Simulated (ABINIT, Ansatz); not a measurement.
# Quasiparticle gap of Ba3ZnN2O (P4/mmm) in ABINIT

Wanted: ground state, empty states, screening and self-energy for Ba3ZnN2O (P4/mmm).

Main program and level: ABINIT 10.8.3; PBEsol and many-body steps on it, plane waves.

## 1. The structure

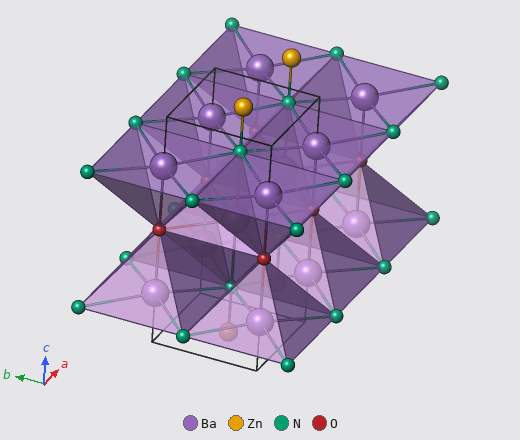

Start, viewed from a free direction; barium purple, zinc orange, nitrogen teal, oxygen red. 2×1×1 cells are drawn. Some periodic images of atoms are drawn too.

The cell and positions are those that the Materials Project relaxed with its own functionals (PBE, PBE+U or r2SCAN), kept fixed. Spin-orbit coupling is left out unless a step names it.

## 2. Ground state

This step: ABINIT 10.8.3; DFT, PBEsol, plane waves, norm-conserving pseudopotentials.

The ground-state density comes first.

run.abi reads:

```
acell 3*1.0 Angstrom
rprim 
  4.149767000000 0.000000000000 0.000000000000
  0.000000000000 4.149767000000 0.000000000000
  0.000000000000 0.000000000000 9.292831000000
ntypat 4
znucl 56 30 7 8
natom 7
typat 1 1 1 2 3 3 4
xred 
  0.000000000000 0.000000000000 0.217885000000
  0.000000000000 0.000000000000 0.782115000000
  0.500000000000 0.500000000000 0.500000000000
  0.500000000000 0.500000000000 0.000000000000
  0.500000000000 0.500000000000 0.800540000000
  0.500000000000 0.500000000000 0.199460000000
  0.000000000000 0.000000000000 0.500000000000
pp_dirpath "pseudos"
pseudos "Ba.upf, Zn.upf, N.upf, O.upf"
ecut 38
ngkpt 6 6 2
nshiftk 1
shiftk 0 0 0
kptopt 1
chksymbreak 0
nband 40
occopt 1
tolvrs 1e-10
nstep 60
prtwf 0
optforces 0
optstress 0
indata_prefix "in"
outdata_prefix "out"
tmpdata_prefix "tmp"
```

On the command line:

```sh
> OMP_NUM_THREADS=1 mpirun -n 4 abinit run.abi > log
```

Numbers of over 12 decimals in the logs are rounded to 6 here.

The program printed:

```text
.Version 10.8.3 of ABINIT. v10.8.2 released Aug 2026.

 Symmetries : space group P4/m m m (#123); Bravais tP (primitive tetrag.)
================================================================================
 Values of the parameters that define the memory need of the present run
     intxc =       0    ionmov =       0      iscf =       7    lmnmax =       6
     lnmax =       6     mgfft =     100  mpssoang =       3    mqgrid =    4874
     natom =       7  nloc_mem =       1    nspden =       1   nspinor =       1
    nsppol =       1      nsym =      16    n1xccc =    2501    ntypat =       4
    occopt =       1   xclevel =       2
-    mband =          40        mffmem =           1         mkmem =           5
       mpw =       12116          nfft =      202500          nkpt =          20
================================================================================
  Rough estimation (10% accuracy) of disk space for files :
================================================================================

--------------------------------------------------------------------------------
------------- Echo of variables that govern the present computation ------------
--------------------------------------------------------------------------------
 -outvars: echo values of preprocessed input variables --------
            acell      1.8897261259E+00  1.8897261259E+00  1.8897261259E+00 Bohr

      chksymbreak           0
             ecut      3.80000000E+01 Hartree
-          fftalg         312

              ixc     -116133
              kpt      0.00000000E+00  0.00000000E+00  0.00000000E+00
                       1.66666667E-01  0.00000000E+00  0.00000000E+00
                       3.33333333E-01  0.00000000E+00  0.00000000E+00
                       5.00000000E-01  0.00000000E+00  0.00000000E+00
                       1.66666667E-01  1.66666667E-01  0.00000000E+00
                       3.33333333E-01  1.66666667E-01  0.00000000E+00
                       5.00000000E-01  1.66666667E-01  0.00000000E+00
                       3.33333333E-01  3.33333333E-01  0.00000000E+00
                       5.00000000E-01  3.33333333E-01  0.00000000E+00
   [... 9 further rows ...]
                       5.00000000E-01  3.33333333E-01  5.00000000E-01
                       5.00000000E-01  5.00000000E-01  5.00000000E-01
         kptrlatt        6    0    0      0    6    0      0    0    2
          kptrlen      3.51218110E+01
P           mkmem           5
            natom           7
            nband          40
            ngfft          45      45     100
             nkpt          20
            nstep          60
             nsym          16
           ntypat           4
              occ      2.000000  2.000000  2.000000  2.000000  2.000000  2.000000
                       2.000000  2.000000  2.000000  2.000000  2.000000  2.000000
                       2.000000  2.000000  2.000000  2.000000  2.000000  2.000000
                       2.000000  2.000000  2.000000  2.000000  2.000000  2.000000
                       2.000000  2.000000  2.000000  2.000000  2.000000  2.000000
                       2.000000  2.000000  2.000000  0.000000  0.000000  0.000000
                       0.000000  0.000000  0.000000  0.000000
        optforces           0
        optstress           0
            prtwf           0
            rprim      4.1497670000E+00  0.0000000000E+00  0.0000000000E+00
[...]
spgroup         123

           tolvrs      1.00000000E-10

             xred      0.0000000000E+00  0.0000000000E+00  2.1788500000E-01
[...]
znucl       56.00000   30.00000    7.00000    8.00000

================================================================================

 chkinp: Checking input parameters for consistency.

================================================================================
== DATASET  1 ==================================================================
-   mpi_nproc: 4, omp_nthreads: 1 (-1 if OMP is not activated)

--- !DatasetInfo
iteration_state: {dtset: 1, }
dimensions: {natom: 7, nkpt: 20, mband: 40, nsppol: 1, nspinor: 1, nspden: 1, mpw: 12116, }
cutoff_energies: {ecut:  38.0, pawecutdg:  -1.0, }
electrons: {nelect:   6.60000000E+01, charge:   0.00000000E+00, occopt:   1.00000000E+00, tsmear:   1.00000000E-02, }

 Real(R)+Recip(G) space primitive vectors, cartesian coordinates (Bohr,Bohr^-1):
 R(1)=  7.8419231  0.0000000  0.0000000  G(1)=  0.1275197  0.0000000  0.0000000
 R(2)=  0.0000000  7.8419231  0.0000000  G(2)=  0.0000000  0.1275197  0.0000000
 R(3)=  0.0000000  0.0000000 17.5609055  G(3)=  0.0000000  0.0000000  0.0569447
 Unit cell volume ucvol=  1.0799212E+03 bohr^3
 Angles (23,13,12)=  9.00000000E+01  9.00000000E+01  9.00000000E+01 degrees

 getcut: wavevector=  0.0000  0.0000  0.0000  ngfft=  45  45 100
         ecut(hartree)=     38.000   => boxcut(ratio)=   2.02196

--- Pseudopotential description ------------------------------------------------
- Ba Generated using ONCVPSP code by D. R. Hamann
- 56.00000  10.00000  180301                  znucl, zion, pspdat
12 -116133 2 -1 1936                          pspcod,pspxc,lmax,lloc,mmax
     nproj     2     2     2
  pspatm : epsatm=   26.37418133
         --- l  ekb(1:nproj) -->
[...]
pspatm: atomic psp has been read  and splines computed

- O Generated using ONCVPSP code by D. R. Hamann
-  8.00000   6.00000  180301                  znucl, zion, pspdat
12 -116133 2 -1 936                           pspcod,pspxc,lmax,lloc,mmax
     nproj     2     2     1
  pspatm : epsatm=    6.22910120
         --- l  ekb(1:nproj) -->
[...]
2   -1.335834
 pspatm: atomic psp has been read  and splines computed

   8.08204653E+03                                ecore*ucvol(ha*bohr**3)
--------------------------------------------------------------------------------

_setup2: Arith. and geom. avg. npw (full set) are   12083.514   12083.502

================================================================================

--- !BeginCycle
iteration_state: {dtset: 1, }
solver: {iscf: 7, nstep: 60, nline: 4, wfoptalg: 0, }
tolerances: {tolvrs: 1.00E-10, }

     iter   Etot(hartree)      deltaE(h)  residm     vres2
 ETOT  1  -298.59557265788    -2.986E+02 7.650E-02 3.865E+05
 ETOT  2  -266.52323860591     3.207E+01 1.915E-01 1.198E+06
 ETOT  3  -324.56294291916    -5.804E+01 5.083E-01 4.437E+04
 ETOT  4  -328.34075992160    -3.778E+00 5.140E-02 2.280E+04
 ETOT  5  -328.55136150233    -2.106E-01 2.163E-02 2.152E+04
 ETOT  6  -329.51394305329    -9.626E-01 1.090E-02 1.270E+04
 ETOT  7  -330.20060761977    -6.867E-01 8.339E-03 6.210E+03
 ETOT  8  -330.20990599319    -9.298E-03 4.669E-03 4.861E+03
 ETOT  9  -330.29895316701    -8.905E-02 1.107E-03 3.798E+03
 ETOT 10  -330.53500600335    -2.361E-01 1.866E-02 2.669E+02
[...]
ETOT 18  -330.54604225731    -1.653E-09 5.639E-04 1.700E-07
 ETOT 19  -330.54604225734    -3.672E-11 2.588E-03 9.603E-09
 ETOT 20  -330.54604225735    -7.958E-13 2.657E-03 3.256E-09
 ETOT 21  -330.54604225734     7.162E-12 4.997E-03 3.409E-10
 ETOT 22  -330.54604225732     1.637E-11 1.428E-03 5.054E-11

 At SCF step   22       vres2   =  5.05E-11 < tolvrs=  1.00E-10 =>converged.

--- !ResultsGS
iteration_state: {dtset: 1, }
comment   : Summary of ground state results
lattice_vectors:
- [  7.8419231,   0.0000000,   0.0000000, ]
- [  0.0000000,   7.8419231,   0.0000000, ]
- [  0.0000000,   0.0000000,  17.5609055, ]
lattice_lengths: [   7.84192,    7.84192,   17.56091, ]
lattice_angles: [ 90.000,  90.000,  90.000, ] # degrees, (23, 13, 12)
lattice_volume:   1.0799212E+03
convergence: {deltae:  1.637E-11, res2:  5.054E-11, residm:  1.428E-03, diffor:  0.000E+00, }
etotal    :  -3.30546042E+02
entropy   :   0.00000000E+00
fermie    :   2.16653736E-01
cartesian_stress_tensor: null
pressure_GPa: null
xred      :
- [  0.0000E+00,   0.0000E+00,   2.1788E-01, Ba]
- [  0.0000E+00,   0.0000E+00,   7.8211E-01, Ba]
- [  5.0000E-01,   5.0000E-01,   5.0000E-01, Ba]
- [  5.0000E-01,   5.0000E-01,   0.0000E+00, Zn]
- [  5.0000E-01,   5.0000E-01,   8.0054E-01,  N]
- [  5.0000E-01,   5.0000E-01,   1.9946E-01,  N]
- [  0.0000E+00,   0.0000E+00,   5.0000E-01,  O]
cartesian_forces: null
force_length_stats: {min: null, max: null, mean: null, }

 Integrated electronic density in atomic spheres:
 ------------------------------------------------
 Atom  Sphere_radius  Integrated_density
[...]
================================================================================

 ----iterations are completed or convergence reached----

 Mean square residual over all n,k,spin=   30.380E-07; max=  14.283E-04
 reduced coordinates (array xred) for    7 atoms
[...]
0.500000000000      0.500000000000      0.500000000000
       0.500000000000      0.500000000000      0.000000000000
       0.500000000000      0.500000000000      0.800540000000
       0.500000000000      0.500000000000      0.199460000000
       0.000000000000      0.000000000000      0.500000000000
 rms dE/dt=  0.0000E+00; max dE/dt=  0.0000E+00; dE/dt below (all hartree)
    1       0.000000000000      0.000000000000      0.000000000000
    2       0.000000000000      0.000000000000      0.000000000000
    3       0.000000000000      0.000000000000      0.000000000000
    4       0.000000000000      0.000000000000      0.000000000000
    5       0.000000000000      0.000000000000      0.000000000000
    6       0.000000000000      0.000000000000      0.000000000000
    7       0.000000000000      0.000000000000      0.000000000000

 cartesian coordinates (angstrom) at end:
    1      0.000000     0.000000     2.024768
    2      0.000000     0.000000     7.268063
    3      2.074883     2.074883     4.646415
    4      2.074883     2.074883     0.000000
    5      2.074883     2.074883     7.439283
    6      2.074883     2.074883     1.853548
    7      0.000000     0.000000     4.646415
 length scales=  1.889726125908  1.889726125908  1.889726125908 bohr
              =  1.000000000000  1.000000000000  1.000000000000 angstroms
 prteigrs : about to open file out_EIG
 Fermi (or HOMO) energy (hartree) =   0.21665   Average Vxc (hartree)=  -0.35988
 Eigenvalues (hartree) for nkpt=  20  k points:
 kpt#   1, nband= 40, wtk=  0.01389, kpt=  0.0000  0.0000  0.0000 (reduced coord)
  -4.39194   -2.71309   -2.71303   -2.71303   -0.79333   -0.77576   -0.77546   -0.40105
  -0.27276   -0.25606   -0.24675   -0.24675   -0.24117   -0.23302   -0.22368   -0.22368
  -0.22165   -0.22165   -0.19899   -0.03146   -0.02881   -0.02881   -0.02684   -0.02515
   0.07837    0.13016    0.13726    0.13726    0.17002    0.19090    0.19090    0.21273
   0.21273    0.24051    0.24959    0.28952    0.31615    0.31814    0.34598    0.34598
 prteigrs : prtvol=0 or 1, do not print more k-points.

--- !EnergyTerms
iteration_state     : {dtset: 1, }
comment             : Components of total free energy in Hartree
kinetic             :  1.36037003600104E+02
hartree             :  1.29519921718354E+02
xc                  : -5.22438224044551E+01
Ewald energy        : -1.74922016772214E+02
psp_core            :  7.48392247265117E+00
local_psp           : -3.34739997800536E+02
non_local_psp       : -4.16810530712260E+01
total_energy        : -3.30546042257322E+02
total_energy_eV     : -8.99461602794434E+03
band_energy         : -3.34288609535507E+01

== END DATASET(S) ==============================================================
================================================================================

 -outvars: echo values of variables after computation  --------
           etotal     -3.3054604226E+02
            nband          40
             nkpt          20
          spgroup         123
 [... the other variables as echoed above ...]

 Calculation completed.
```

It took 3.7 min on 4 MPI ranks of Arm Neoverse V1, shared host; peak memory 0.59 GiB; 14 min of CPU time.

This step gave:

- total energy: -8994.6160 eV
- gap: 0.3965 eV
- k of the valence top: 0, 0, 0.5
- k of the conduction bottom: 0.5, 0.5, 0.5
- least direct gap: 0.4563 eV

The gap is indirect, with the least direct gap 0.06 eV higher.

[end of part 1 of 3]

[Paths, hosts, dates, memory and timing lines, banners, echoed tables and standing remarks are left out of the program output.]

[Logs are printed without paths, hosts, clocks, repeated set-up lines and the standing remarks that a program may print on its own settings, such as how far it seeks lower states.]

[Runs of the session that timed out or met a known fault of the program may be left out.]

[Hosts, paths, dates, database ids (printed as entryN), source tags and the programs' standing remarks are cut or masked in the printed files.]

[G0W0 gaps are taken among the corrected bands and points alone; a level outside them can change the order at an edge.]

[Where Ansatz stands beside ABINIT at settings called matched, ABINIT's density can come from a denser mesh and the files from another edition; pairs whose starting gaps differed by over 0.03 eV were left out, so agreement reads better than it is.]
